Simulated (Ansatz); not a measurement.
H₃SSi (SMILES [SiH3][S]) (doublet)

```xyz
5

S    -1.6515    1.5789   -0.7300
Si   -0.8955   -0.3025   -1.4328
H    -1.8124   -1.4292   -1.1197
H    -0.6196   -0.2874   -2.8929
H     0.3826   -0.4816   -0.6883
```

Geometry: B3LYP/6-31G*.

These are results of isolated molecule in a Gaussian basis; Kohn-Sham density functional theory, functional PBE0 in Ansatz 0.2.0, not measurements.

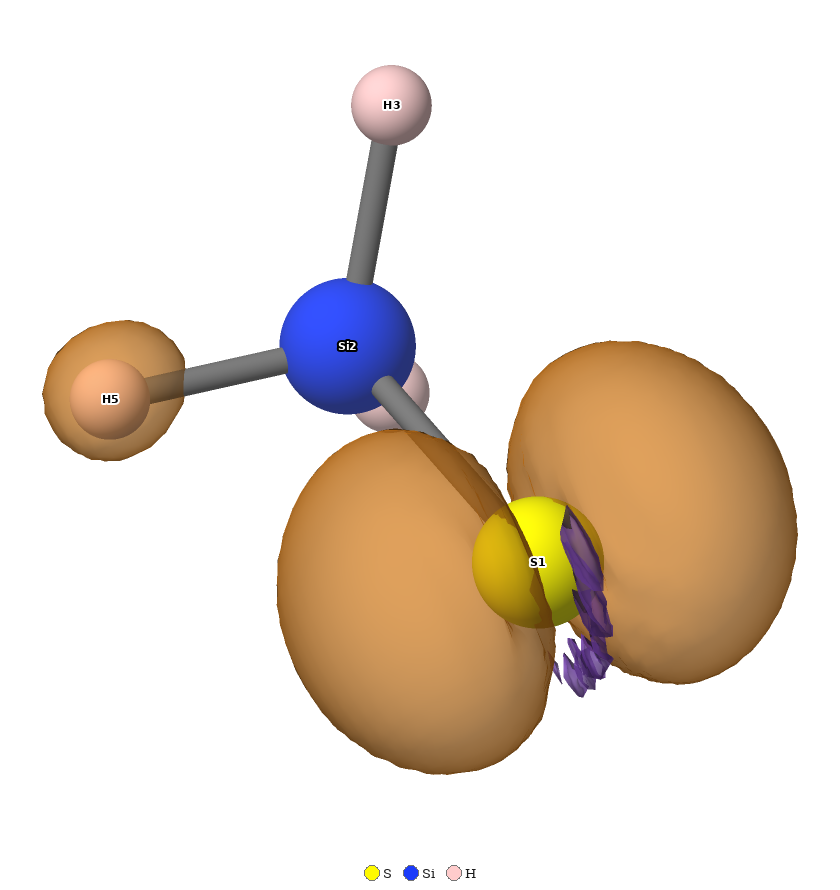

Figure 1. Isosurfaces of the spin density at +0.03 (orange) and −0.03 e/Å³ (purple), seen at an oblique angle.

Q: Describe the spin distribution.

A: The unpaired spin (1 electron) lies mostly on S1 (about 0.9), in electrons by Hirshfeld's partition.

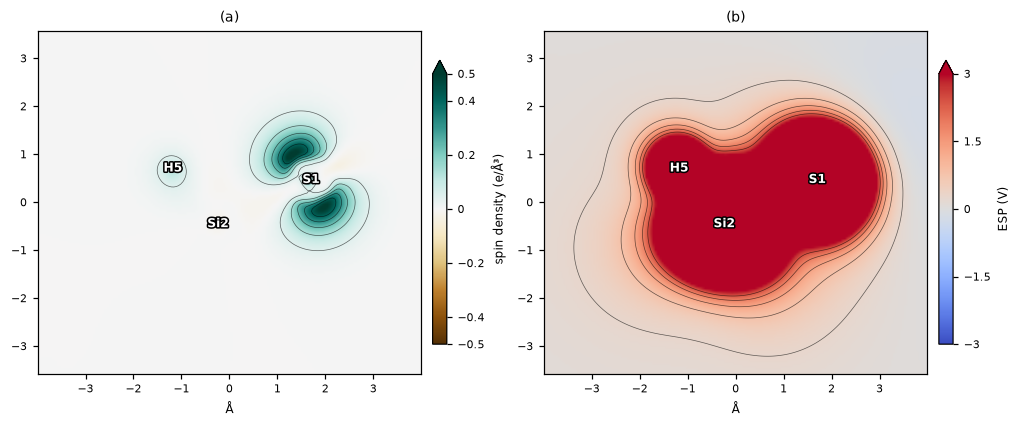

Figure 2. (a) spin density (α minus β); (b) electrostatic potential on the plane of atoms S1, Si2 and H5.

Q: Interpret the plot.

A: The plane passes through S, Si and H nuclei. The unpaired spin (1 electron) lies mostly on S1 (about 0.9), in electrons by Hirshfeld's partition. The potential has no marked negative region in this plane.

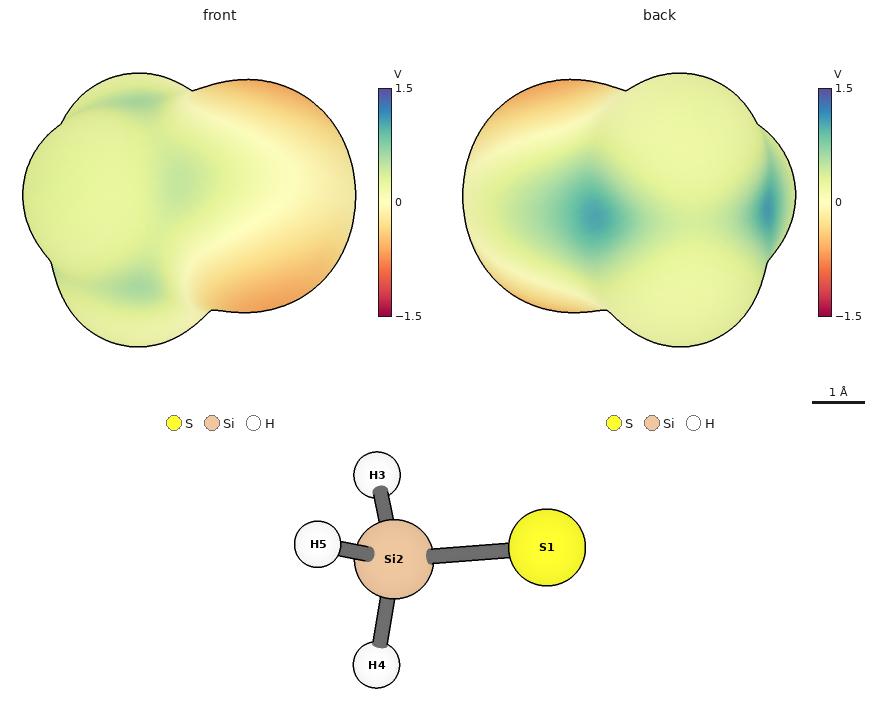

Figure 3. The molecular electrostatic potential painted on the density surface at 0.001 e/bohr³, seen from the front and from behind; red is negative and blue positive. The bare structure is drawn below in the same view.

Q: Where is the surface potential most negative and most positive?

A: The most negative region (about −0.6 V, or −14 kcal/mol for a unit charge) lies over S1, the most positive (about +1.0 V, or +23 kcal/mol for a unit charge) over Si2.

Q: How polar is the molecule by this calculation?

A: Its dipole moment is 1.05 D.
